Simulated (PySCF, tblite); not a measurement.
**C7H16BNO: geometry, infrared bands and NMR shifts**

What infrared bands and NMR shifts should C7H16BNO (`COCCB(C)N=C(C)C`) show?

Programs: tblite 0.8.0 and PySCF 2.14.0, with density-fitted response routines of our own. Each step states its level of theory. These are calculated values for one molecule in the gas phase, unless marked as measured. Atoms count from 0, in the outputs and in this text.

## (1) Starting geometry

26 atoms, charge 0, multiplicity 1; geometry from: force field or distance geometry start.

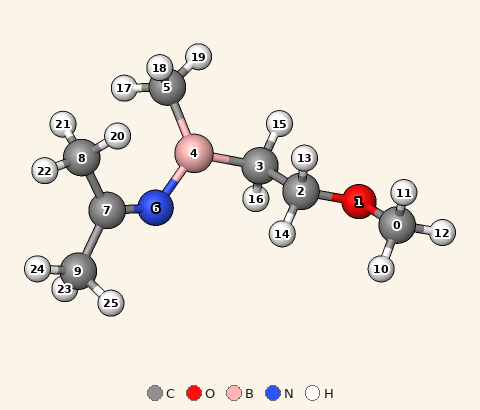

The starting geometry (carbon grey, oxygen red, boron pink, nitrogen blue, hydrogen white), atoms numbered.

## (2) Optimising the geometry with GFN2-xTB

Job settings and geometry (Å):

```
{"job": {"kind": "relax", "xc": "GFN2-xTB", "basis": "xTB"}, "charge": 0, "multiplicity": 1}
C     -4.177600    -0.361400    -0.985500
O     -3.480900    -0.297000     0.222300
C     -2.109600    -0.018700    -0.027400
C     -1.360700     0.054100     1.285000
B      0.188400     0.367700     1.063500
C      0.818000     1.653600     1.764400
N      1.043000    -0.714700     0.408200
C      2.220800    -0.625500    -0.126100
C      2.948900     0.676100    -0.315000
C      2.821500    -1.895900    -0.660000
H     -3.803000    -1.173000    -1.641100
H     -4.157600     0.615100    -1.515000
H     -5.254500    -0.582600    -0.752800
H     -2.017100     0.969100    -0.547800
H     -1.672600    -0.804800    -0.664900
H     -1.821300     0.825300     1.953000
H     -1.440900    -0.927700     1.817900
H      1.666900     1.338300     2.414800
H      1.168000     2.387600     1.014700
H      0.071700     2.159600     2.409300
H      2.284100     1.415700    -0.829300
H      3.272200     1.079500     0.665900
H      3.857600     0.558500    -0.929100
H      2.937400    -2.633500     0.161500
H      3.824800    -1.710900    -1.112700
H      2.151300    -2.331800    -1.433900
```

The run is started by

```sh
OMP_NUM_THREADS=1 python probes_run.py task.json out
```

This one command runs all jobs of the session in turn.

The program printed:

```text
step      E/eV     max force
  0    -852.51442    2.281
  1    -852.74433    1.670
  2    -852.82633    1.011
  3    -852.86324    0.508
  4    -852.88939    0.271
  5    -852.90058    0.309
  6    -852.92202    0.292
  7    -852.93844    0.242
  8    -852.95393    0.247
  9    -852.96599    0.240
 10    -852.97814    0.233
 11    -852.99040    0.216
 12    -853.00338    0.222
 13    -853.01552    0.227
 14    -853.02755    0.277
 15    -853.04139    0.296
 16    -853.05849    0.299
 17    -853.07873    0.349
 18    -853.10083    0.354
 19    -853.12416    0.300
 20    -853.14978    0.384
 21    -853.17760    0.346
 22    -853.20684    0.347
 23    -853.24091    0.400
 24    -853.27967    0.436
 25    -853.31358    0.507
 26    -853.34139    0.405
 27    -853.36168    0.382
 28    -853.37270    0.397
 29    -853.39106    0.331
 30    -853.41735    0.285
 31    -853.44111    0.261
 32    -853.46284    0.353
 33    -853.48175    0.409
 34    -853.50708    0.310
 35    -853.53535    0.286
 36    -853.54833    0.503
 37    -853.56816    0.305
 38    -853.58251    0.226
 39    -853.60703    0.234
 40    -853.61352    0.218
 41    -853.62483    0.185
 42    -853.63335    0.268
 43    -853.64595    0.232
 44    -853.65658    0.253
 45    -853.66572    0.179
 46    -853.67399    0.304
 47    -853.68138    0.250
 48    -853.68788    0.165
 49    -853.69230    0.143
 50    -853.69595    0.143
 51    -853.69981    0.148
 52    -853.70276    0.124
 53    -853.70501    0.111
 54    -853.70686    0.130
 55    -853.70867    0.132
 56    -853.71032    0.097
 57    -853.71160    0.061
 58    -853.71263    0.061
 59    -853.71379    0.101
 60    -853.71519    0.106
 61    -853.71656    0.086
 62    -853.71770    0.085
 63    -853.71892    0.086
 64    -853.72056    0.090
 65    -853.72269    0.083
 66    -853.72474    0.078
 67    -853.72642    0.076
 68    -853.72796    0.097
 69    -853.72984    0.116
 70    -853.73187    0.096
 71    -853.73367    0.091
 72    -853.73522    0.102
 73    -853.73706    0.105
 74    -853.73933    0.087
 75    -853.74148    0.068
 76    -853.74272    0.059
 77    -853.74343    0.054
 78    -853.74401    0.046
 79    -853.74462    0.046
 80    -853.74512    0.039
 81    -853.74557    0.043
 82    -853.74613    0.048
 83    -853.74687    0.056
 84    -853.74768    0.057
 85    -853.74843    0.066
 86    -853.74915    0.062
 87    -853.74995    0.056
 88    -853.75086    0.059
 89    -853.75177    0.074
 90    -853.75266    0.099
 91    -853.75366    0.095
 92    -853.75485    0.065
 93    -853.75612    0.076
 94    -853.75729    0.077
 95    -853.75837    0.108
 96    -853.75944    0.109
 97    -853.76069    0.068
 98    -853.76216    0.067
 99    -853.76305    0.066
100    -853.76407    0.075
101    -853.76508    0.066
102    -853.76596    0.054
103    -853.76657    0.047
104    -853.76699    0.048
105    -853.76744    0.043
106    -853.76806    0.048
107    -853.76887    0.058
108    -853.76943    0.039
109    -853.76993    0.048
110    -853.77030    0.046
111    -853.77059    0.040
112    -853.77085    0.034
113    -853.77118    0.035
114    -853.77167    0.035
115    -853.77212    0.034
116    -853.77247    0.035
117    -853.77275    0.034
118    -853.77303    0.030
119    -853.77332    0.033
120    -853.77356    0.031
121    -853.77373    0.026
122    -853.77387    0.029
123    -853.77401    0.025
124    -853.77417    0.027
125    -853.77435    0.026
126    -853.77451    0.022
127    -853.77464    0.018
128    -853.77474    0.018
129    -853.77484    0.016
130    -853.77492    0.018
131    -853.77500    0.018
132    -853.77507    0.018
133    -853.77514    0.017
134    -853.77519    0.018
135    -853.77525    0.018
136    -853.77531    0.024
137    -853.77537    0.025
138    -853.77544    0.017
139    -853.77549    0.014
140    -853.77555    0.014
141    -853.77560    0.017
142    -853.77566    0.018
143    -853.77573    0.018
144    -853.77580    0.021
145    -853.77588    0.023
146    -853.77600    0.025
147    -853.77618    0.027
148    -853.77640    0.025
149    -853.77660    0.031
150    -853.77671    0.029
151    -853.77683    0.031
152    -853.77691    0.024
153    -853.77703    0.022
154    -853.77706    0.014
155    -853.77714    0.020
156    -853.77720    0.019
157    -853.77727    0.016
158    -853.77735    0.017
159    -853.77744    0.022
160    -853.77755    0.027
161    -853.77768    0.024
162    -853.77780    0.018
163    -853.77790    0.019
164    -853.77799    0.018
165    -853.77807    0.017
166    -853.77814    0.015
167    -853.77819    0.016
168    -853.77823    0.012
169    -853.77826    0.013
170    -853.77828    0.011
171    -853.77831    0.010
```

Run time: 2.7 s. Hardware: 1 thread of Arm Neoverse N1, shared host; peak memory 0.18 GiB.

Along the way: (not every step is listed)

| step | energy from step 0 (eV) | largest force (eV/Å) |
| --- | --- | --- |
| 0 | 0.0000 | 2.2809 |
| 1 | -0.2299 | 1.6700 |
| 2 | -0.3119 | 1.0108 |
| 3 | -0.3488 | 0.5081 |
| 4 | -0.3750 | 0.2708 |
| 5 | -0.3862 | 0.3090 |
| 6 | -0.4076 | 0.2919 |
| 7 | -0.4240 | 0.2419 |
| 8 | -0.4395 | 0.2467 |
| 23 | -0.7265 | 0.4005 |
| 38 | -1.0681 | 0.2263 |
| 53 | -1.1906 | 0.1106 |
| 68 | -1.2135 | 0.0966 |
| 83 | -1.2324 | 0.0559 |
| 98 | -1.2477 | 0.0672 |
| 113 | -1.2568 | 0.0350 |
| 128 | -1.2603 | 0.0184 |
| 143 | -1.2613 | 0.0185 |
| 158 | -1.2629 | 0.0175 |
| 166 | -1.2637 | 0.0148 |
| 167 | -1.2638 | 0.0161 |
| 168 | -1.2638 | 0.0118 |
| 169 | -1.2638 | 0.0131 |
| 170 | -1.2639 | 0.0112 |
| 171 | -1.2639 | 0.0097 |

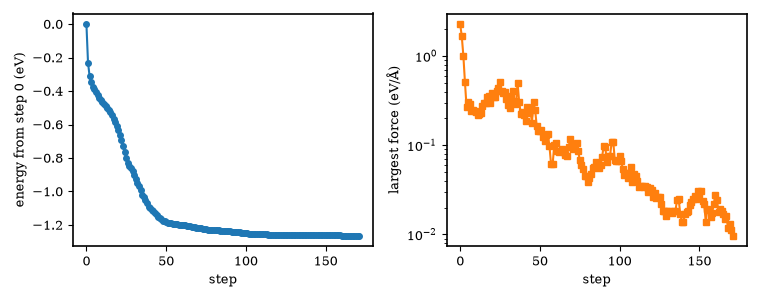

Energy and largest force along the relaxation.

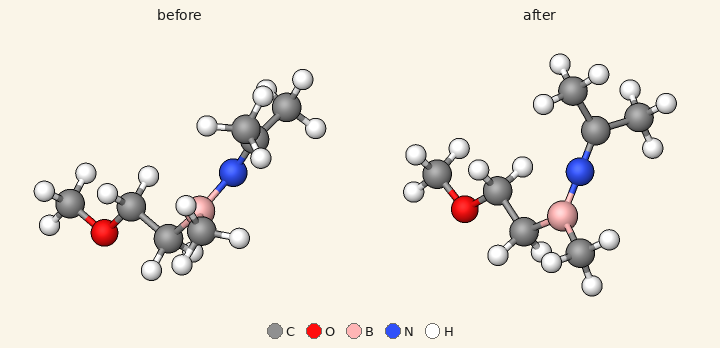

Before and after, at one scale.

Close pairs (by a distance rule), those that changed most:

| bond | before (Å) | after (Å) | change (Å) |
| --- | --- | --- | --- |
| B4–N6 | 1.527 | 1.343 | -0.184 |
| N6–C7 | 1.296 | 1.245 | -0.052 |
| C0–H12 | 1.124 | 1.089 | -0.035 |
| C8–H20 | 1.120 | 1.086 | -0.033 |
| C3–H15 | 1.119 | 1.091 | -0.029 |
| C5–H17 | 1.115 | 1.087 | -0.028 |
| C3–H16 | 1.120 | 1.092 | -0.028 |
| C9–H24 | 1.116 | 1.089 | -0.027 |

The next job starts from the end point, and lists it.

## (3) Harmonic vibrations with GFN2-xTB

Job settings and geometry (Å):

```
{"job": {"kind": "ir", "xc": "GFN2-xTB", "basis": "xTB"}, "charge": 0, "multiplicity": 1}
C     -3.641032    -0.430103    -1.364595
O     -3.130488    -0.208811    -0.081250
C     -1.731089    -0.001973    -0.066781
C     -1.284137     0.302432     1.355891
B      0.289811     0.557647     1.521464
C      0.832598     1.341572     2.800141
N      1.145005     0.108158     0.588216
C      1.928756    -0.310691    -0.283108
C      2.319306     0.522594    -1.471337
C      2.538939    -1.682270    -0.211685
H     -3.189152    -1.317148    -1.829776
H     -3.461653     0.432784    -2.021108
H     -4.713121    -0.585329    -1.257058
H     -1.473826     0.836030    -0.734977
H     -1.220020    -0.900831    -0.448599
H     -1.850942     1.164022     1.710520
H     -1.583178    -0.537044     1.987132
H      1.917444     1.354077     2.861971
H      0.491972     2.374678     2.782560
H      0.450543     0.901446     3.717861
H      1.875220     1.511500    -1.402144
H      3.402547     0.615292    -1.524327
H      1.979006     0.040047    -2.386357
H      2.191444    -2.205524     0.674499
H      3.624437    -1.604225    -0.179778
H      2.270564    -2.255716    -1.097376
```

The program printed:

```text
mode    cm-1     km/mol
  1      20.4      1.35
  2      45.6      0.61
  3      57.0      0.32
  4      61.4      1.44
  5      71.4      0.02
  6      79.8      0.59
  7     100.9      2.48
  8     118.3      4.20
  9     127.1      2.33
 10     139.6      0.37
 11     222.9      2.89
 12     234.4      3.60
 13     281.9      1.22
 14     337.7      1.30
 15     348.6      0.18
 16     420.4      2.91
 17     444.3      0.65
 18     496.4      9.04
 19     497.1     10.29
 20     658.0      1.85
 21     733.0      6.26
 22     830.7      6.80
 23     858.4     42.06
 24     893.1     38.22
 25     927.1      3.03
 26     951.2      0.11
 27     955.7     37.62
 28     980.8     45.59
 29    1045.5     76.79
 30    1054.7     34.05
 31    1063.8     42.21
 32    1097.4     28.79
 33    1112.5     92.41
 34    1135.3      3.10
 35    1167.4     14.56
 36    1185.3      4.87
 37    1209.1     75.74
 38    1252.1     19.85
 39    1271.1      6.17
 40    1352.2     28.44
 41    1375.2     12.72
 42    1377.7     20.46
 43    1384.8      5.15
 44    1391.4      2.22
 45    1409.0      1.17
 46    1460.6      0.96
 47    1464.2      0.02
 48    1472.2      3.91
 49    1474.9     14.69
 50    1476.0     16.87
 51    1482.3      0.36
 52    1496.1      4.74
 53    1502.7      0.65
 54    1503.4      0.03
 55    1504.4      3.04
 56    1934.6    179.08
 57    2820.7     88.32
 58    2859.7     51.28
 59    2869.9     70.38
 60    2899.3     64.32
 61    2971.2     40.91
 62    2997.2     32.93
 63    3011.5      0.92
 64    3015.0     34.05
 65    3021.4     30.22
 66    3021.7      2.25
 67    3022.6     44.89
 68    3027.2     44.95
 69    3035.7     54.72
 70    3042.7     36.45
 71    3059.3     25.96
 72    3060.4     14.28
```

Run time: 2.2 s. Hardware: 1 thread of Arm Neoverse N1, shared host; peak memory 0.18 GiB.

The strongest bands and the atoms that carry them (share of the mass-weighted mode):

| cm⁻¹ | km/mol | atoms |
| --- | --- | --- |
| 1046 | 76.8 | B4 26 % |
| 1112 | 92.4 | O1 51 %, C0 26 %, C2 16 % |
| 1209 | 75.7 | C7 63 % |
| 1935 | 179.1 | N6 57 %, C7 34 % |
| 2821 | 88.3 | H14 46 %, H13 45 % |
| 2870 | 70.4 | H11 48 %, H10 43 % |
| 2899 | 64.3 | H10 50 %, H11 45 % |
| 3036 | 54.7 | H19 67 %, H17 15 % |

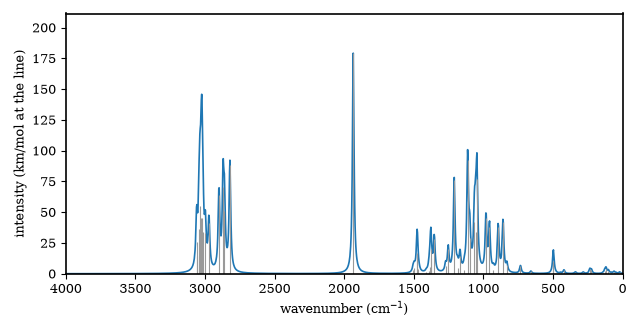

The infrared spectrum from these modes, unscaled. Lines are broadened to a width of 14 cm⁻¹ (Lorentzian).

## (4) Shielding tensors: PBE0/pcSseg-1

Settings changed since step 3:

```diff
@@ -1,2 +1,2 @@
-{"job": {"kind": "ir", "xc": "GFN2-xTB", "basis": "xTB"}, "charge": 0, "multiplicity": 1}
+{"job": {"kind": "nmr", "xc": "PBE0", "basis": "pcSseg-1"}, "charge": 0, "multiplicity": 1}
 C     -3.641032    -0.430103    -1.364595
```

Level: GIAO PBE0/pcSseg-1 NMR shielding, non-relativistic, gas phase.

The program printed:

```text
coarse grid: 20760 points
cycle   1  E = -430.4528265537  dE =  1.086e+00  |g| = 7.684e-01  |ddm| = 4.290e+00
cycle   2  E = -430.3192726387  dE =  1.336e-01  |g| = 1.123e+00  |ddm| = 1.658e+00
cycle   3  E = -430.5849641268  dE = -2.657e-01  |g| = 1.639e-01  |ddm| = 1.076e+00
cycle   4  E = -430.5905075021  dE = -5.543e-03  |g| = 5.394e-02  |ddm| = 1.405e-01
cycle   5  E = -430.5910281450  dE = -5.206e-04  |g| = 2.376e-02  |ddm| = 5.202e-02
cycle   6  E = -430.5911386157  dE = -1.105e-04  |g| = 3.501e-03  |ddm| = 1.952e-02
cycle   7  E = -430.5911408986  dE = -2.283e-06  |g| = 5.385e-04  |ddm| = 2.526e-03
final grid: 197816 points
cycle   8  E = -430.6595455735  dE = -6.119e-05  |g| = 1.339e-02  |ddm| = 3.525e-02
cycle   9  E = -430.6595243804  dE =  2.119e-05  |g| = 1.738e-02  |ddm| = 2.046e-02
cycle  10  E = -430.6595835626  dE = -5.918e-05  |g| = 2.065e-03  |ddm| = 1.169e-02
cycle  11  E = -430.6595844296  dE = -8.670e-07  |g| = 2.267e-04  |ddm| = 1.707e-03
cycle  12  E = -430.6595844320  dE = -2.441e-09  |g| = 2.030e-04  |ddm| = 3.340e-04
cycle  13  E = -430.6595844408  dE = -8.766e-09  |g| = 3.799e-05  |ddm| = 1.735e-04
cycle  14  E = -430.6595844411  dE = -2.998e-10  |g| = 6.760e-06  |ddm| = 3.210e-05
converged SCF energy = -430.6595844411

GIAO shielding tensors (ppm)
atom      isotropic    diamagn.    paramagn.     s11        s22        s33       span
  0 C      125.828     244.357    -118.529     95.672     98.247    183.566     87.893
  1 O      301.410     395.022     -93.612    275.897    302.462    325.871     49.973
  2 C      110.237     252.976    -142.739     71.767     92.712    166.233     94.465
  3 C      162.606     254.308     -91.702    148.551    158.614    180.653     32.102
  4 B       75.043     198.320    -123.277     44.777     60.484    119.868     75.091
  5 C      182.322     251.667     -69.346    176.365    178.221    192.379     16.014
  6 N     -118.518     326.173    -444.691   -252.788   -145.571     42.804    295.592
  7 C       32.623     260.493    -227.871    -43.457      4.525    136.800    180.256
  8 C      157.144     250.756     -93.613    135.393    147.289    188.749     53.357
  9 C      157.450     249.683     -92.233    136.015    147.365    188.971     52.956
 10 H       28.490      30.207      -1.717     25.187     25.969     34.315      9.127
 11 H       28.455      29.741      -1.286     25.086     26.023     34.257      9.171
 12 H       27.846      27.189       0.656     23.704     25.364     34.469     10.766
 13 H       28.579      36.945      -8.366     24.864     28.855     32.017      7.153
 14 H       28.527      37.699      -9.172     23.792     28.292     33.496      9.704
 15 H       30.466      33.693      -3.227     25.871     30.804     34.725      8.854
 16 H       30.349      33.539      -3.190     26.689     29.686     34.672      7.983
 17 H       31.564      30.871       0.693     27.045     29.903     37.744     10.699
 18 H       31.275      30.704       0.571     27.514     29.156     37.156      9.643
 19 H       31.292      29.948       1.343     27.262     29.512     37.101      9.840
 20 H       29.947      32.595      -2.648     26.425     29.279     34.135      7.710
 21 H       29.669      28.944       0.725     26.349     28.233     34.425      8.076
 22 H       29.639      31.618      -1.979     27.368     27.804     33.746      6.377
 23 H       29.893      31.306      -1.413     26.218     29.163     34.296      8.078
 24 H       29.631      28.085       1.545     26.433     28.048     34.410      7.977
 25 H       29.648      30.610      -0.962     27.011     28.073     33.859      6.847
```

It took 2 min on 1 thread of Arm Neoverse N1, shared host; peak memory 1.2 GiB.

The references, computed at this level on geometries of the same kind, shield at (ppm): ¹H TMS 31.72, ¹³C TMS 186.9, ¹⁵N NH3 267.7, ¹⁷O H2O 336.1, ¹¹B BF3·OEt2 100.1. Their shielding less the atom's gives the shift. The references are single molecules in the gas phase, so shifts against H2O, NH3, PH3, H3PO4 or CFCl3 are not on the usual liquid scales and can be off by tens of ppm. Atoms listed in one row are averaged.

| atoms | environment | σ (ppm) | δ (ppm) | δ scaled to CDCl3 |
| --- | --- | --- | --- | --- |
| C7 | C=N carbon | 32.6 | 154.3 | 148.7 |
| C2 | sp3 CH2 bonded to O | 110.2 | 76.7 | 72.9 |
| C0 | methyl carbon bonded to O | 125.8 | 61.1 | 57.7 |
| C8, C9 | methyl carbon | 157.3 | 29.6 | 27.0 |
| C3 | sp3 CH2 bonded to B | 162.6 | 24.3 | 21.8 |
| C5 | methyl carbon bonded to B | 182.3 | 4.6 | 2.6 |
| H10, H11, H12 | hydrogen on a methyl carbon bonded to O | 28.26 | 3.45 | 3.36 |
| H13, H14 | hydrogen on an sp3 CH2 bonded to O | 28.55 | 3.16 | 3.09 |
| H20, H21, H22, H23, H24, H25 | hydrogen on a methyl carbon | 29.74 | 1.98 | 1.97 |
| H15, H16 | hydrogen on an sp3 CH2 bonded to B | 30.41 | 1.31 | 1.34 |
| H17, H18, H19 | hydrogen on a methyl carbon bonded to B | 31.38 | 0.34 | 0.43 |
| O1 | ether oxygen | 301.4 | 34.7 | – |
| B4 | boron bonded to 2 C, N | 75.0 | 25.0 | – |
| N6 | imine nitrogen | -118.5 | 386.2 | – |

The scaled column applies a straight-line fit of computed shieldings to shifts measured in CDCl3 (root-mean-square error 0.16 ppm for H, 1.9 ppm for C).

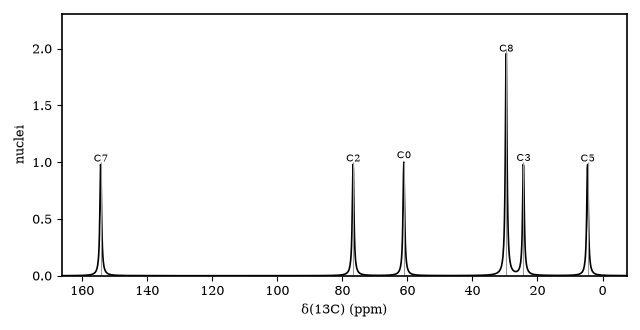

¹³C lines at the computed shifts, without couplings. Lines are broadened to a width of 0.60 ppm (Lorentzian).

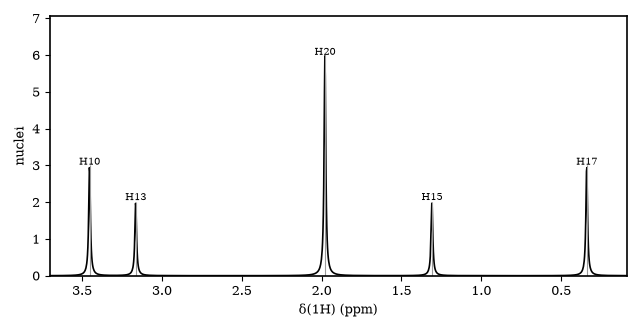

¹H lines at the computed shifts, without couplings. Lines are broadened to a width of 0.01 ppm (Lorentzian).

Charges from the same density, by scheme (e):

| atoms | Mulliken | IAO | Hirshfeld | ESP fit |
| --- | --- | --- | --- | --- |
| C0 | -0.02 | -0.20 | -0.05 | -0.15 |
| O1 | -0.52 | -0.39 | -0.15 | -0.37 |
| C2 | 0.06 | -0.03 | 0.00 | 0.39 |
| C3 | -0.43 | -0.40 | -0.15 | -0.56 |
| B4 | 0.41 | 0.22 | 0.16 | 0.71 |
| C5 | -0.50 | -0.57 | -0.20 | -0.72 |
| N6 | -0.42 | -0.22 | -0.14 | -0.67 |
| C7 | 0.01 | 0.21 | 0.12 | 0.66 |
| C8, C9 | -0.21 | -0.45 | -0.12 | -0.56 |

Mulliken charges:

C0 -0.02; O1 -0.52; C2 0.06; C3 -0.43; B4 0.41; C5 -0.50; N6 -0.42; C7 0.01; C8 -0.21; C9 -0.21; H10 0.08; H11 0.08; H12 0.12; H13 0.08; H14 0.08; H15 0.12; H16 0.13; H17 0.11; H18 0.12; H19 0.12; H20 0.13; H21 0.13; H22 0.13; H23 0.13; H24 0.13; H25 0.13

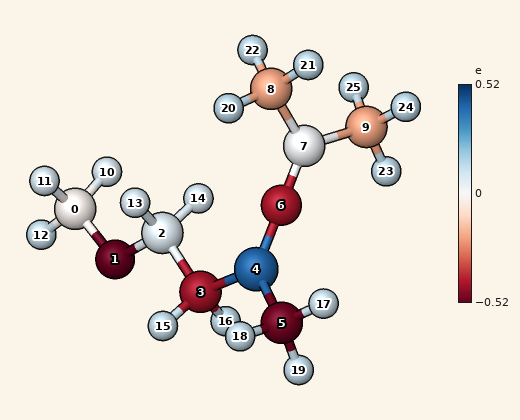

Mulliken charges, as colours on the atoms.

Mayer bond orders: C0–O1 0.95, O1–C2 0.91, C2–C3 1.07, C3–B4 0.92, B4–C5 1.01, B4–N6 1.40, N6–C7 1.75, C7–C8 1.02, C7–C9 1.02.

## (5) Results

```
                                                               quantity                                   value
                              strongest single infrared mode (GFN2-xTB)                   1935 cm⁻¹, 179 km/mol
                                           zero-point energy (GFN2-xTB)                          139.1 kcal/mol
¹³C shifts against TMS (PBE0/pcSseg-1, means over atoms taken as alike)  154.3, 76.7, 61.1, 29.6, 24.3, 4.6 ppm
 ¹H shifts against TMS (PBE0/pcSseg-1, means over atoms taken as alike)        3.45, 3.16, 1.98, 1.31, 0.34 ppm
                                 ¹⁷O shifts against H2O (PBE0/pcSseg-1)                                34.7 ppm
                            ¹¹B shifts against BF3·OEt2 (PBE0/pcSseg-1)                                25.0 ppm
                                 ¹⁵N shifts against NH3 (PBE0/pcSseg-1)                               386.2 ppm
```

**Reading.** Relaxing lowered the energy by 1.264 eV in 171 steps; the close pair that moved most is B4–N6, from 1.527 to 1.343 Å. All 72 modes are real, so the xTB geometry is a minimum. The strongest single mode, at 1935 cm⁻¹, moves mainly N6 and C7. GFN2-xTB is a fitted tight-binding method: band positions and strengths are rough. Its intensities can rank the bands wrongly. The most deshielded hydrogen is H10, H11, H12 (mean) (hydrogen on a methyl carbon bonded to O), at 3.45 ppm: its carbon carries O, hence the downfield position. At PBE0/pcSseg-1: The largest span, 296 ppm, is at N6, where the paramagnetic term is -445 ppm.
